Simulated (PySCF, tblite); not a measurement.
# CH13NOSi4: geometry, infrared bands, NMR shifts and electronic excitations, part 2 of 2

tblite 0.8.0 and PySCF 2.14.0. Atoms count from 0. The steps go on from the part before.

### Step 5. Nuclear shieldings: PBE0/pcSseg-1

The job: settings as JSON, then the geometry in Å.

```
{"job": {"kind": "nmr", "xc": "PBE0", "basis": "pcSseg-1"}, "charge": 0, "multiplicity": 1}
C     -0.907344     1.866235    -0.088196
N     -0.831334     0.930353    -1.188611
Si    -0.741974    -0.792789    -0.943781
Si    -2.631864    -1.745328     0.099975
Si     1.152370    -1.292430     0.358351
Si     2.848564     0.250835    -0.107928
O      2.381262     1.671899     0.652458
H     -0.751143     2.895572    -0.448685
H     -0.095289     1.668957     0.629871
H     -1.868110     1.849086     0.464143
H     -1.351042     1.226910    -2.008579
H     -0.573980    -1.417427    -2.294866
H     -3.878688    -1.545057    -0.707369
H     -2.437832    -3.215854     0.310554
H     -2.845521    -1.109585     1.439429
H      1.619926    -2.676690     0.021876
H      0.846428    -1.258300     1.824800
H      4.180183    -0.213826     0.401667
H      2.995832     0.446686    -1.586947
H      2.838679     2.473613     0.382168
```

With the program's defaults for keys left out, this is: GIAO PBE0/pcSseg-1 NMR shielding, non-relativistic, gas phase.

What it wrote:

```text
coarse grid: 17792 points
cycle   1  E = -1333.0159752109  dE =  1.284e-01  |g| = 7.637e-01  |ddm| = 3.925e+00
cycle   2  E = -1332.8341718078  dE =  1.818e-01  |g| = 1.225e+00  |ddm| = 1.891e+00
cycle   3  E = -1333.1246495025  dE = -2.905e-01  |g| = 7.582e-02  |ddm| = 1.382e+00
cycle   4  E = -1333.1258079173  dE = -1.158e-03  |g| = 2.568e-02  |ddm| = 9.814e-02
cycle   5  E = -1333.1259356147  dE = -1.277e-04  |g| = 1.071e-02  |ddm| = 3.254e-02
cycle   6  E = -1333.1259605970  dE = -2.498e-05  |g| = 2.799e-03  |ddm| = 1.455e-02
cycle   7  E = -1333.1259622880  dE = -1.691e-06  |g| = 5.655e-04  |ddm| = 3.227e-03
final grid: 150952 points
cycle   8  E = -1333.1710358019  dE = -2.192e-05  |g| = 8.032e-03  |ddm| = 2.109e-02
cycle   9  E = -1333.1710229416  dE =  1.286e-05  |g| = 1.125e-02  |ddm| = 1.753e-02
cycle  10  E = -1333.1710490181  dE = -2.608e-05  |g| = 1.047e-03  |ddm| = 1.073e-02
cycle  11  E = -1333.1710492210  dE = -2.029e-07  |g| = 2.368e-04  |ddm| = 9.058e-04
cycle  12  E = -1333.1710492331  dE = -1.213e-08  |g| = 3.031e-05  |ddm| = 1.957e-04
cycle  13  E = -1333.1710492333  dE = -2.049e-10  |g| = 7.700e-06  |ddm| = 5.885e-05
converged SCF energy = -1333.1710492333

GIAO shielding tensors (ppm)
atom      isotropic    diamagn.    paramagn.     s11        s22        s33       span
  0 C      151.745     246.427     -94.682    129.692    142.893    182.650     52.957
  1 N      262.919     322.371     -59.452    223.987    247.134    317.637     93.650
  2 Si     389.383     881.220    -491.837    312.195    371.974    483.980    171.785
  3 Si     465.082     880.543    -415.461    450.967    465.754    478.524     27.557
  4 Si     464.477     882.925    -418.448    454.737    459.607    479.087     24.350
  5 Si     367.699     878.119    -510.420    293.556    347.926    461.614    168.058
  6 O      334.064     389.726     -55.662    278.950    343.051    380.192    101.243
  7 H       28.745      29.321      -0.576     24.926     25.624     35.686     10.760
  8 H       28.265      31.715      -3.449     23.314     28.040     33.442     10.128
  9 H       28.790      30.173      -1.383     23.635     27.271     35.463     11.827
 10 H       31.889      32.070      -0.182     21.932     29.847     43.887     21.955
 11 H       26.032      30.202      -4.170     23.559     24.391     30.145      6.586
 12 H       27.725      28.825      -1.100     24.424     25.286     33.464      9.039
 13 H       28.032      29.060      -1.028     24.574     26.319     33.203      8.629
 14 H       27.550      29.657      -2.107     24.409     26.516     31.726      7.317
 15 H       28.084      30.292      -2.208     24.688     25.883     33.683      8.995
 16 H       27.571      30.817      -3.246     24.675     25.913     32.123      7.448
 17 H       25.724      26.887      -1.163     21.985     24.313     30.874      8.889
 18 H       25.825      28.728      -2.903     23.181     24.300     29.993      6.812
 19 H       30.995      29.404       1.591     22.455     25.063     45.466     23.011
```

It took 98 s on 1 thread of Intel Xeon at 2.70GHz, shared host; peak memory 1 GiB.

Shifts follow as δ = σ(reference) − σ, with reference shieldings (ppm) from runs at the same level and on the same kind of geometry: 1H TMS 31.27, 13C TMS 184.4, 29Si TMS 352.0, 15N NH3 265.7, 17O H2O 334.6. The references are single molecules in the gas phase, so shifts against H2O, NH3, PH3, H3PO4 or CFCl3 are not on the usual liquid scales and can be off by tens of ppm. Atoms listed in one row are averaged.

```csv
atoms,environment,σ (ppm),δ (ppm),δ scaled to CDCl3
C0,methyl carbon bonded to N,151.7,32.7,31.2
H17,"hydrogen on a silicon bonded to O, Si",25.72,5.54,–
H18,"hydrogen on a silicon bonded to O, Si",25.82,5.44,–
H11,"hydrogen on a silicon bonded to N, 2 Si",26.03,5.24,–
H16,hydrogen on a silicon bonded to 2 Si,27.57,3.70,–
"H12, H13, H14",hydrogen on a silicon bonded to Si,27.77,3.50,–
H15,hydrogen on a silicon bonded to 2 Si,28.08,3.18,–
"H7, H8, H9",hydrogen on a methyl carbon bonded to N,28.60,2.67,2.74
H19,hydrogen on an oxygen bonded to Si,30.99,0.27,–
H10,"hydrogen on a nitrogen bonded to C, Si",31.89,-0.62,–
N1,"nitrogen bonded to C, Si, H",262.9,2.8,–
Si5,"silicon bonded to O, Si, 2 H",367.7,-15.7,–
Si2,"silicon bonded to N, 2 Si, H",389.4,-37.4,–
Si4,"silicon bonded to 2 Si, 2 H",464.5,-112.5,–
Si3,"silicon bonded to Si, 3 H",465.1,-113.1,–
O6,"oxygen bonded to Si, H",334.1,0.5,–
```

The scaled column applies a straight-line fit of computed shieldings to shifts measured in CDCl3 (root-mean-square error 0.21 ppm for H, 2.0 ppm for C).

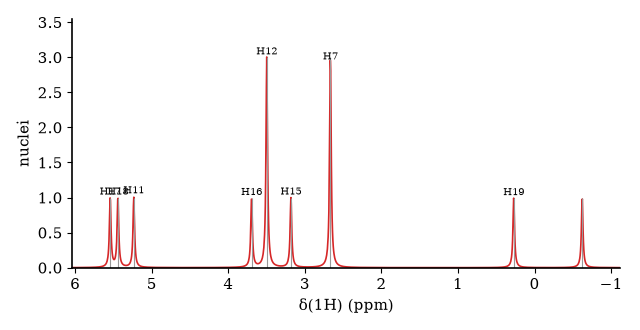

1H lines at the computed shifts, without couplings. Lines are broadened to a width of 0.02 ppm (Lorentzian).

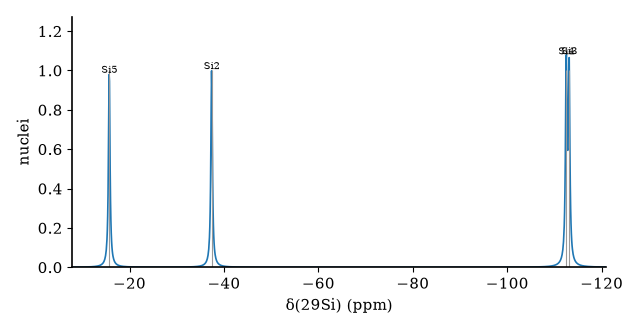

29Si lines at the computed shifts, without couplings. Lines are broadened to a width of 0.39 ppm (Lorentzian).

The run also stored atomic charges by several schemes (e):

```csv
atoms,Mulliken,IAO,Hirshfeld,ESP fit
C0,-0.13,-0.30,-0.07,-0.01
N1,-0.68,-0.66,-0.24,-0.69
Si2,0.30,0.49,0.22,0.35
Si3,0.19,0.22,0.18,0.17
Si4,-0.09,0.09,0.13,0.04
Si5,0.61,0.72,0.31,0.57
O6,-0.58,-0.78,-0.30,-0.68
```

ESP fit charges:

C0 -0.01; N1 -0.69; Si2 0.35; Si3 0.17; Si4 0.04; Si5 0.57; O6 -0.68; H7 0.06; H8 0.07; H9 0.05; H10 0.36; H11 -0.10; H12 -0.08; H13 -0.08; H14 -0.07; H15 -0.07; H16 -0.04; H17 -0.14; H18 -0.15; H19 0.43

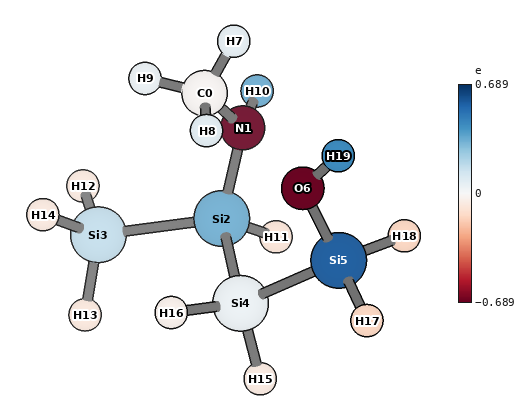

ESP fit charges, as colours on the atoms.

Mayer bond orders: C0–N1 0.97, N1–Si2 0.98, Si2–Si3 0.86, Si2–Si4 0.85, Si4–Si5 0.88, Si5–O6 0.97.

The fields below are evaluated on a grid from the run's orbitals.

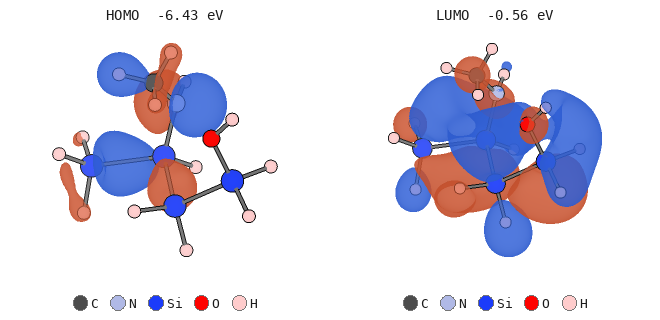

PBE0/pcSseg-1 orbitals near the gap, drawn at the value that encloses 70 % of each; the two colours are the two signs.

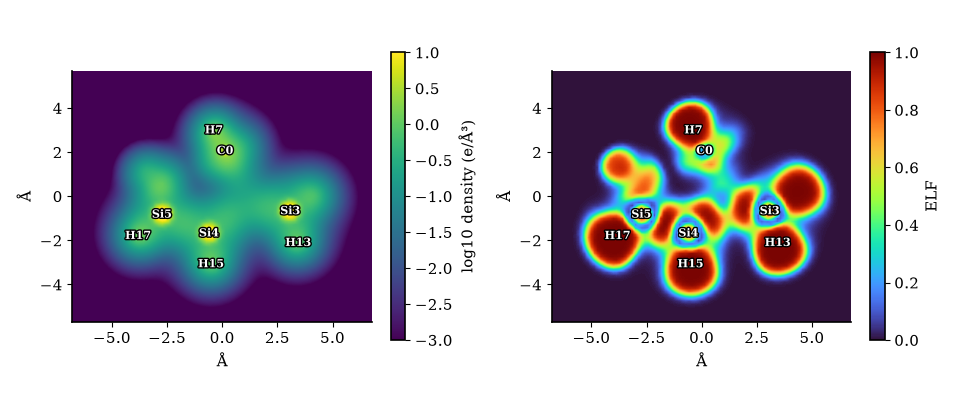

Density (left) and ELF (right) in a plane through or near 8 of the atoms.

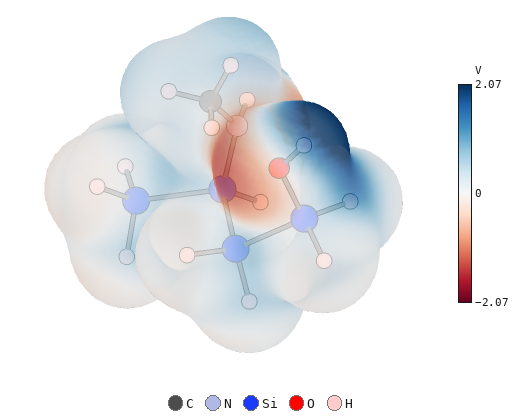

Electrostatic potential on the surface of density 0.002 e/bohr³; red is low, blue high. It runs from -1.09 V near O6 to 2.07 V near H19.

### Step 6. TDDFT and polarisability: CAM-B3LYP/def2-SVPD

Settings changed since step 5:

```diff
@@ -1,2 +1,2 @@
-{"job": {"kind": "nmr", "xc": "PBE0", "basis": "pcSseg-1"}, "charge": 0, "multiplicity": 1}
+{"job": {"kind": "uv", "xc": "CAM-B3LYP", "basis": "def2-SVPD", "ip": true}, "charge": 0, "multiplicity": 1}
 C     -0.907344     1.866235    -0.088196
```

With the program's defaults for keys left out, this is: TDDFT CAM-B3LYP/def2-SVPD, vertical, gas phase, core orbitals frozen in the response.

What it wrote:

```text
coarse grid: 17792 points
cycle   1  E = -1333.0909110312  dE =  9.970e-02  |g| = 7.303e-01  |ddm| = 5.370e+00
cycle   2  E = -1333.0145403712  dE =  7.637e-02  |g| = 9.931e-01  |ddm| = 1.801e+00
cycle   3  E = -1333.2035387456  dE = -1.890e-01  |g| = 5.845e-02  |ddm| = 9.002e-01
cycle   4  E = -1333.2043142906  dE = -7.755e-04  |g| = 2.651e-02  |ddm| = 1.362e-01
cycle   5  E = -1333.2044619512  dE = -1.477e-04  |g| = 1.073e-02  |ddm| = 5.114e-02
cycle   6  E = -1333.2044880139  dE = -2.606e-05  |g| = 1.660e-03  |ddm| = 1.530e-02
cycle   7  E = -1333.2044889465  dE = -9.326e-07  |g| = 5.283e-04  |ddm| = 4.280e-03
final grid: 150952 points
cycle   8  E = -1333.3818895940  dE = -2.063e-05  |g| = 2.592e-03  |ddm| = 4.980e-02
cycle   9  E = -1333.3818897232  dE = -1.292e-07  |g| = 2.629e-03  |ddm| = 9.059e-03
cycle  10  E = -1333.3818913426  dE = -1.619e-06  |g| = 3.282e-04  |ddm| = 3.215e-03
cycle  11  E = -1333.3818913643  dE = -2.167e-08  |g| = 1.584e-04  |ddm| = 5.233e-04
cycle  12  E = -1333.3818913704  dE = -6.077e-09  |g| = 1.834e-05  |ddm| = 3.204e-04
cycle  13  E = -1333.3818913705  dE = -1.387e-10  |g| = 5.308e-06  |ddm| = 6.452e-05
converged SCF energy = -1333.3818913705

Static polarisability (au): isotropic 144.778, principal 120.963 135.225 178.145

Singlet excitations
state   eV       nm        f      main configurations
  1   5.0350    246.2   0.01301   H->L 0.56, H->L+1 0.33
  2   5.7651    215.1   0.03205   H->L+1 0.48, H->L 0.15, H->L+2 0.15
  3   5.8667    211.3   0.13227   H->L+2 0.49, H->L+3 0.15, H->L 0.14
  4   6.1643    201.1   0.01462   H->L+3 0.41, H-1->L 0.25, H->L+2 0.08
  5   6.3801    194.3   0.06954   H-1->L 0.36, H->L+3 0.27
  6   6.4789    191.4   0.05501   H->L+4 0.70
  7   6.6021    187.8   0.09833   H->L+5 0.35, H->L+6 0.16, H->L+7 0.09
  8   6.6415    186.7   0.02942   H->L+5 0.29, H-1->L+1 0.18, H->L+8 0.15
  9   6.7755    183.0   0.02315   H->L+6 0.27, H-1->L+1 0.19, H->L+10 0.10
 10   6.9263    179.0   0.13380   H-1->L+1 0.33, H->L+7 0.24

Triplet excitations (Tamm-Dancoff, eV): 4.6491 5.2614 5.4777 5.7840
Vertical ionisation energy (delta-SCF) = 8.2296 eV
```

Run time: 4.7 min. Hardware: 1 thread of Intel Xeon at 2.70GHz, shared host; peak memory 1.3 GiB.

The orbitals next to the gap, with their largest atomic shares:

```
orbital      eV                         atoms
 HOMO−3  -10.14  Si2 22 %, Si3 15 %, H11 12 %
 HOMO−2   -9.87  Si4 29 %, Si2 14 %, Si5 13 %
 HOMO−1   -9.00   Si4 22 %, Si5 18 %, N1 15 %
   HOMO   -7.71   N1 38 %, Si2 15 %, Si3 14 %
   LUMO    0.35   Si5 21 %, Si4 13 %, O6 13 %
 LUMO+1    0.72  Si2 17 %, Si4 16 %, Si5 12 %
 LUMO+2    1.03  Si3 22 %, Si2 16 %, Si4 11 %
```

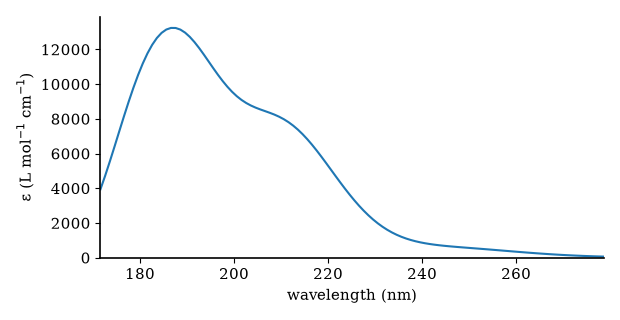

Absorption spectrum: each of the 10 states is a Gaussian band of 0.4 eV half-width at 1/e. Beyond the last state computed it falls off for lack of states.

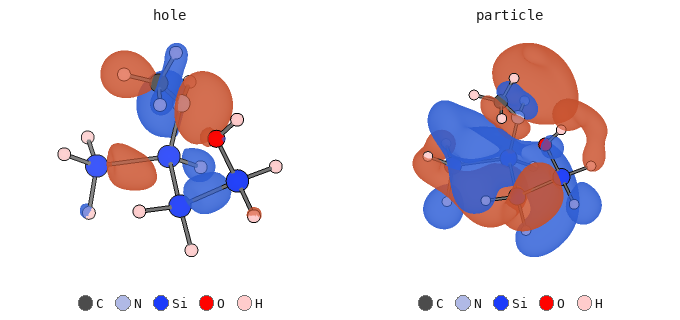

Leading natural transition orbitals of singlet state 10: the electron leaves the hole (left) for the particle orbital (right).

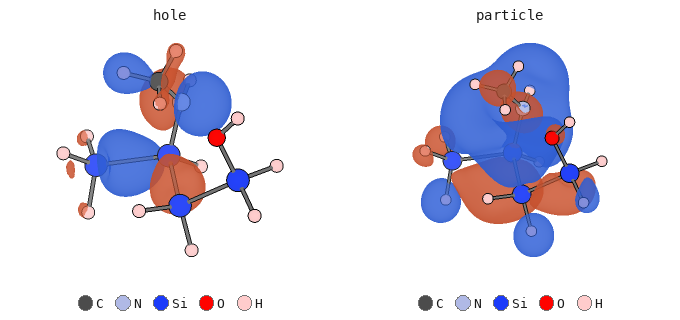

Leading natural transition orbitals of singlet state 1: the electron leaves the hole (left) for the particle orbital (right).

Ground-state properties from the same run:

| property | computed |
| --- | --- |
| dipole moment (D) | 2.10 |
| polarisability (Å³) | 21.45 |
| HOMO–LUMO gap (eV) | 8.06 |
| −ε(HOMO) (eV) | 7.71 |

### Step 7. NMR shieldings: mPW1PW91/pcSseg-1

Settings changed since step 6:

```diff
@@ -1,2 +1,2 @@
-{"job": {"kind": "uv", "xc": "CAM-B3LYP", "basis": "def2-SVPD", "ip": true}, "charge": 0, "multiplicity": 1}
+{"job": {"kind": "nmr", "xc": "mPW1PW91", "basis": "pcSseg-1", "pop": false}, "charge": 0, "multiplicity": 1}
 C     -0.907344     1.866235    -0.088196
```

With the program's defaults for keys left out, this is: GIAO mPW1PW91/pcSseg-1 NMR shielding, non-relativistic, gas phase.

What it wrote:

```text
coarse grid: 17792 points
cycle   1  E = -1333.7058597449  dE =  1.281e-01  |g| = 7.784e-01  |ddm| = 3.922e+00
cycle   2  E = -1333.5163900088  dE =  1.895e-01  |g| = 1.249e+00  |ddm| = 1.905e+00
cycle   3  E = -1333.8187380057  dE = -3.023e-01  |g| = 7.563e-02  |ddm| = 1.394e+00
cycle   4  E = -1333.8199010904  dE = -1.163e-03  |g| = 2.681e-02  |ddm| = 9.958e-02
cycle   5  E = -1333.8200413794  dE = -1.403e-04  |g| = 1.093e-02  |ddm| = 3.359e-02
cycle   6  E = -1333.8200673039  dE = -2.592e-05  |g| = 2.879e-03  |ddm| = 1.487e-02
cycle   7  E = -1333.8200690873  dE = -1.783e-06  |g| = 5.938e-04  |ddm| = 3.265e-03
final grid: 150952 points
cycle   8  E = -1333.8629586189  dE = -2.456e-05  |g| = 5.511e-03  |ddm| = 2.070e-02
cycle   9  E = -1333.8629529798  dE =  5.639e-06  |g| = 7.619e-03  |ddm| = 1.198e-02
cycle  10  E = -1333.8629653129  dE = -1.233e-05  |g| = 7.353e-04  |ddm| = 7.229e-03
cycle  11  E = -1333.8629654174  dE = -1.045e-07  |g| = 1.819e-04  |ddm| = 6.556e-04
cycle  12  E = -1333.8629654244  dE = -6.997e-09  |g| = 2.220e-05  |ddm| = 1.559e-04
cycle  13  E = -1333.8629654245  dE = -1.382e-10  |g| = 6.997e-06  |ddm| = 4.842e-05
converged SCF energy = -1333.8629654245

GIAO shielding tensors (ppm)
atom      isotropic    diamagn.    paramagn.     s11        s22        s33       span
  0 C      150.789     246.449     -95.660    128.898    142.025    181.444     52.546
  1 N      261.944     322.661     -60.717    222.945    246.365    316.520     93.575
  2 Si     387.680     881.420    -493.740    311.052    370.807    481.182    170.130
  3 Si     461.593     880.601    -419.008    447.827    462.473    474.480     26.653
  4 Si     461.463     883.059    -421.596    452.083    456.679    475.628     23.545
  5 Si     366.188     878.223    -512.035    292.830    347.329    458.406    165.576
  6 O      332.990     389.947     -56.956    278.511    341.734    378.726    100.214
  7 H       28.808      29.380      -0.573     25.012     25.692     35.719     10.707
  8 H       28.316      31.843      -3.527     23.377     28.097     33.475     10.098
  9 H       28.850      30.255      -1.405     23.721     27.335     35.494     11.774
 10 H       31.945      32.129      -0.184     22.044     29.909     43.883     21.839
 11 H       26.144      30.300      -4.156     23.669     24.500     30.263      6.594
 12 H       27.799      28.880      -1.081     24.521     25.378     33.497      8.976
 13 H       28.102      29.121      -1.019     24.664     26.391     33.250      8.585
 14 H       27.632      29.761      -2.129     24.514     26.598     31.786      7.272
 15 H       28.164      30.363      -2.199     24.783     25.968     33.739      8.956
 16 H       27.656      30.933      -3.277     24.775     26.003     32.188      7.412
 17 H       25.836      26.949      -1.113     22.113     24.417     30.979      8.866
 18 H       25.935      28.833      -2.898     23.304     24.404     30.095      6.791
 19 H       31.025      29.426       1.599     22.525     25.101     45.449     22.923
```

Run time: 69 s. Hardware: 1 thread of Intel Xeon at 2.70GHz, shared host; peak memory 1 GiB.

This run: δ C0 32.8, N1 2.2, Si5 -15.4, Si2 -36.9, H17 5.48, H18 5.38 ppm.

### Step 8. Run by run: NMR shifts

Shifts (ppm) of some atoms, chosen among heavy atoms and hydrogens apart, with basis size and wall time:

```
              run   H17   H11   N1    Si5    Si2     Si4     Si3  functions  time
    PBE0/pcSseg-1  5.54  5.24  2.8  -15.7  -37.4  -112.5  -113.1        212  98 s
mPW1PW91/pcSseg-1  5.48  5.17  2.2  -15.4  -36.9  -110.6  -110.8        212  69 s
```

### Step 9. Summary of results

This closing draws on all 2 parts.

```
                                                              quantity                                                      value
                             strongest single infrared mode (GFN2-xTB)                                       581 cm⁻¹, 670 km/mol
                                          zero-point energy (GFN2-xTB)                                              82.4 kcal/mol
                                                           point group                                                         C1
                                  rotational constants (main isotopes)                                       1.78, 0.64, 0.53 GHz
                                13C shifts against TMS (PBE0/pcSseg-1)                                                   32.7 ppm
1H shifts against TMS (PBE0/pcSseg-1, means over atoms taken as alike)  5.54, 5.44, 5.24, 3.70, 3.50, 3.18, 2.67, 0.27, -0.62 ppm
                                15N shifts against NH3 (PBE0/pcSseg-1)                                                    2.8 ppm
                               29Si shifts against TMS (PBE0/pcSseg-1)                           -15.7, -37.4, -112.5, -113.1 ppm
                                17O shifts against H2O (PBE0/pcSseg-1)                                                    0.5 ppm
                                 surface potential, least and greatest                                         -1.09 V and 2.07 V
                                  lowest singlet (CAM-B3LYP/def2-SVPD)                                5.04 eV (246 nm), f = 0.013
                              brightest single state of those computed                               state 10, 6.93 eV, f = 0.134
                                                        lowest triplet                                                    4.65 eV
                                     vertical ionisation energy (ΔSCF)                                                    8.23 eV
                                             range of the shift of Si3                                       -113.1 to -110.8 ppm
```

In words: Over 111 steps the energy fell by 0.936 eV; of the close pairs, Si2–Si4 changed most, 2.212 to 2.331 Å (GFN2-xTB). The lowest mode is slightly imaginary (15i cm⁻¹), a soft motion within the noise of the Hessian, so the minimum is not strictly shown. The strongest single mode, at 581 cm⁻¹, moves mainly H15 and H11. Unscaled tight-binding wavenumbers are off by several per cent, some by more. Its intensities can rank the bands wrongly. The optimisation took 27 steps and gained 0.573 eV; among the close pairs (by a distance rule), Si2–Si3 changed most, from 2.291 to 2.360 Å (PBE0/def2-SVP). By nearest atom (PBE0/pcSseg-1), the HOMO sits on N1 44 %; Si3 12 % and the LUMO on Si2, Si4, Si5 about 12 % each; H15, H16, H17 about 6 % each. The first singlet state (HOMO→LUMO 0.56, HOMO→LUMO+1 0.33) lies at 5.04 eV and is weak; of the 10 states computed, the strongest absorption comes from state 10 at 6.93 eV (the last computed, so partners may be missing). The lowest triplet lies 0.39 eV below the lowest singlet (triplets in Tamm-Dancoff, singlets in full TDDFT). The orbital energy would give 7.71 eV for ionisation, ΔSCF gives 8.23 eV. In ppm, Si3 moves most: its shift spreads over 2.3 ppm, from -113.1 (PBE0/pcSseg-1) to -110.8 (mPW1PW91/pcSseg-1).
